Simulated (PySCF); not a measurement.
## EPR calculation, with input and output: C8H9O

- system: C8H9O, multiplicity 2, SMILES COCc1[c]cccc1
- method: UKS B3LYP, pcH-1 on C H O, non-relativistic, mean-field spin-orbit, GIAO (PySCF 2.14.0)

It belongs to a series of runs on one base structure; here: X = H replaced by CH2OCH3.

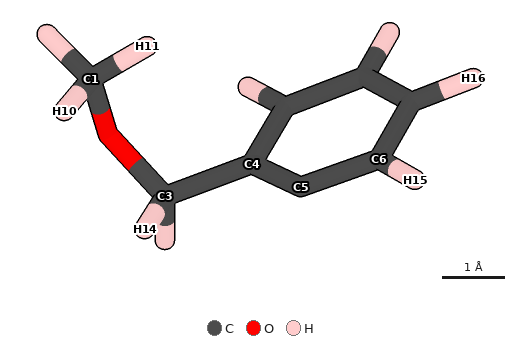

The structure (stick view, seen at a tilt; atoms are numbered from 1 in the order of the input). Bond lengths as drawn: C–C 1.36 to 1.51 Å, C–H 1.08 to 1.10 Å and C–O 1.41 Å.

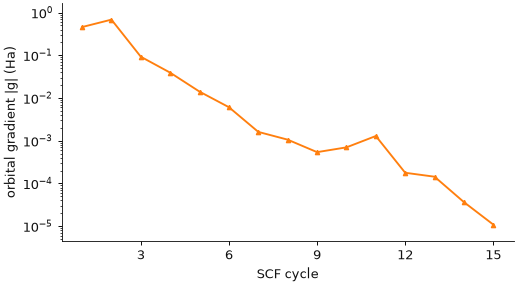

Convergence of the self-consistent field: orbital gradient |g| against the SCF cycle. All cycles printed in the log are drawn one after another.

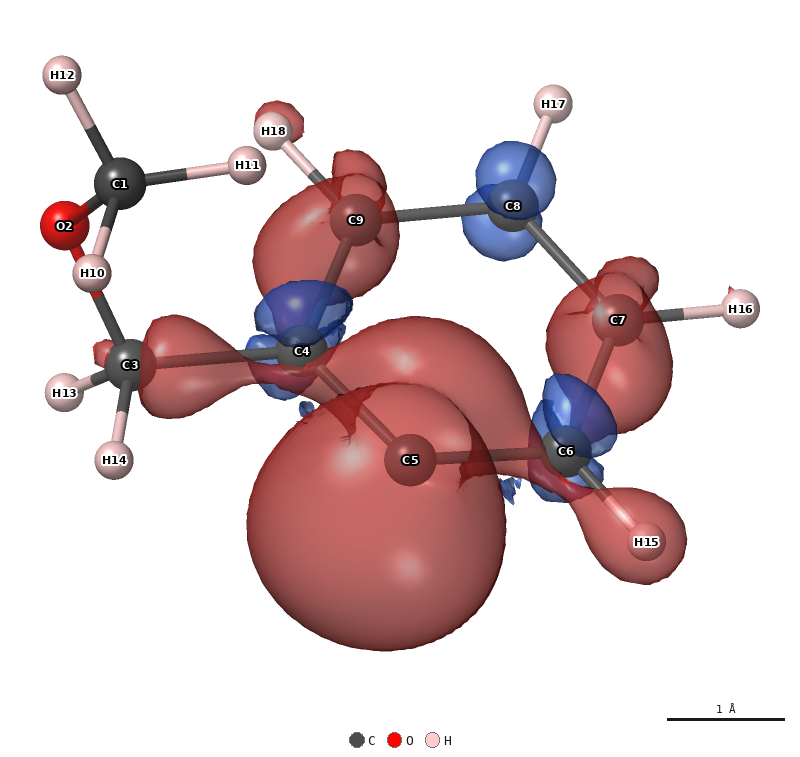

Isosurfaces of the spin density (α minus β) at +0.015 (red) and −0.015 e/Å³ (blue), seen at a tilt. The unpaired spin (1 electron) lies mostly on C5 (about 0.8), in electrons by Hirshfeld's partition.

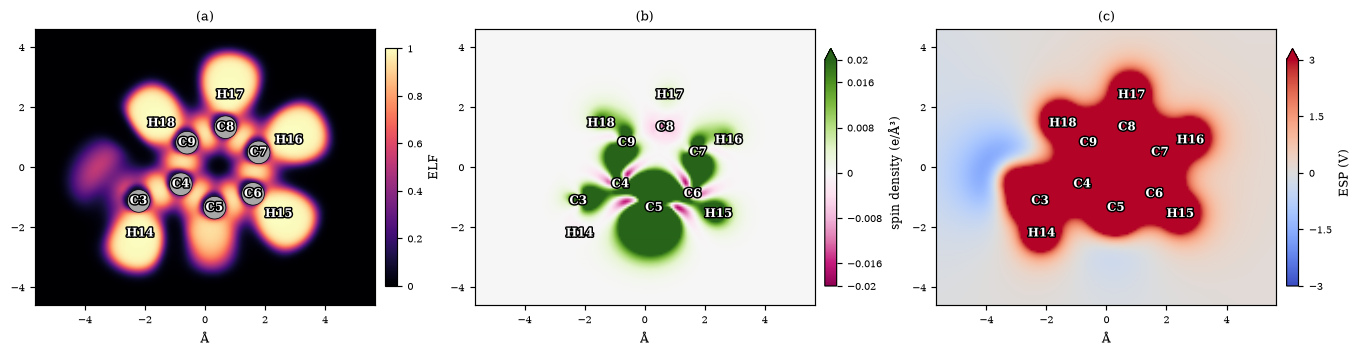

(a) electron localisation function; (b) spin density; (c) electrostatic potential on the plane of atoms C3, C4 and C5. Grey discs, where drawn, cover atomic cores. The section cuts through C and H sites. C–C (1.36 Å): the ELF peaks at about 0.95 between the atoms, which marks a covalent bond. The unpaired spin (1 electron) lies mostly on C5 (about 0.8), in electrons by Hirshfeld's partition.

These pictures come from the run below.

The input
```
{"job": {"kind": "epr", "basis": "pcH-1"}, "charge": 0, "multiplicity": 2}
C      2.555122     0.721539    -0.167449
O      2.188733    -0.273684     0.755263
C      1.282265    -1.216299     0.227698
C     -0.091222    -0.643872    -0.035945
C     -0.803455    -0.891297    -1.175243
C     -2.040869    -0.393364    -1.453579
C     -2.625701     0.443541    -0.504352
C     -1.945158     0.729031     0.666674
C     -0.693847     0.194250     0.907371
H      3.052024     0.283766    -1.042769
H      1.685529     1.296039    -0.508558
H      3.247158     1.383229     0.349716
H      1.212246    -2.001850     0.987610
H      1.679747    -1.656173    -0.699079
H     -2.557679    -0.624402    -2.372990
H     -3.603507     0.863332    -0.691394
H     -2.398728     1.376477     1.403364
H     -0.151417     0.416055     1.815373
```

The first line tells a small driver script what to run in PySCF; the rest is the geometry in Å.

Launch command:
```bash
OMP_NUM_THREADS=1 python <driver script> task.json out
```

The program's output
```
UKS, coarse grid
  cycle   1  E = -385.33246594  |g| = 4.58e-01
  cycle   2  E = -385.24341473  |g| = 6.83e-01
  cycle   3  E = -385.41500298  |g| = 9.25e-02
  cycle   4  E = -385.41805950  |g| = 3.92e-02
  cycle   5  E = -385.41882326  |g| = 1.41e-02
  cycle   6  E = -385.41892445  |g| = 6.09e-03
  cycle   7  E = -385.41895150  |g| = 1.61e-03
  cycle   8  E = -385.41895772  |g| = 1.06e-03
  cycle   9  E = -385.41896054  |g| = 5.41e-04
UKS, final grid
  cycle   1  E = -385.41893209  |g| = 7.00e-04
  cycle   2  E = -385.41893165  |g| = 1.29e-03
  cycle   3  E = -385.41893260  |g| = 1.78e-04
  cycle   4  E = -385.41893268  |g| = 1.44e-04
  cycle   5  E = -385.41893275  |g| = 3.66e-05
  cycle   6  E = -385.41893275  |g| = 1.09e-05
E = -385.41893275 Eh   <S^2> = 0.7567 (exact 0.7500)
g shifts (ppm)      1          2          3
  rmc          -163       -163       -163
  gc             26         13          3
  oz_so        -613        -20        776
  total        -750       -171        616
hyperfine (MHz)  atom isotope    a_iso     a_fc   dipolar eigenvalues
    0   13C      -0.03      -0.03     -0.38     -0.22      0.60
    1   17O       1.08       1.08     -1.25      0.54      0.70
    2   13C      27.28      27.28     -2.90     -2.81      5.72
    3   13C      16.45      16.45    -14.03     -2.50     16.53
    4   13C     388.70     388.70    -78.15    -61.94    140.08
    5   13C      14.64      14.64    -13.72     -2.42     16.14
    6   13C      46.31      46.31     -6.40     -2.39      8.79
    7   13C      -6.39      -6.39     -6.04      2.12      3.91
    8   13C      40.01      40.01     -6.23     -2.25      8.48
    9    1H      -0.02      -0.02     -1.21     -1.11      2.32
   10    1H       0.41       0.41     -1.71     -1.48      3.19
   11    1H       0.21       0.21     -0.66     -0.61      1.27
   12    1H      -2.88      -2.88     -2.46     -2.20      4.65
   13    1H      -2.38      -2.38     -5.43     -3.02      8.45
   14    1H      56.61      56.61     -6.90     -5.68     12.58
   15    1H      14.50      14.50     -3.14     -2.22      5.36
   16    1H       6.60       6.60     -1.58      0.26      1.33
   17    1H      19.27      19.27     -3.13     -2.06      5.19
```

Key numbers

| quantity | value |
| --- | --- |
| outcome | converged |
| total energy | −385.418933 hartree |
| ⟨S²⟩ | 0.757 |
| isotropic g | 2.0022 |
| hardware | 1 CPU thread, shared host |
| wall time | 86 s |
| peak memory | 1.1 GiB |
